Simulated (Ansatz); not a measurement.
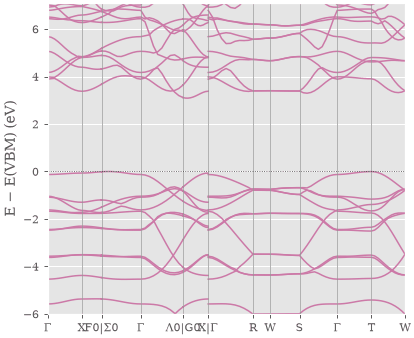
*Band structure from plane-wave PAW PBE (Ansatz code)*

Question: Read off the gap and where the band edges lie.

Answer: About 3.1 eV (3.09 eV by a search for the band edges); maximum on the Σ0–Γ line, 19 % of the way from Σ0, minimum on the G0–X line, 16 % of the way from G0.

The material is SiS₂ in space group Ibam (No. 72; Si on 4a, S on 8j).

The cell was relaxed with PBE under the symmetry of its start. The volume lies over 15 % above that of the usual cell of this phase: another minimum, or an error of the functional. A crystal of weakly bound chains computed without a dispersion correction: the cell and the soft elastic constants depend strongly on that.

Potentials: the later of the program's two PAW sets.
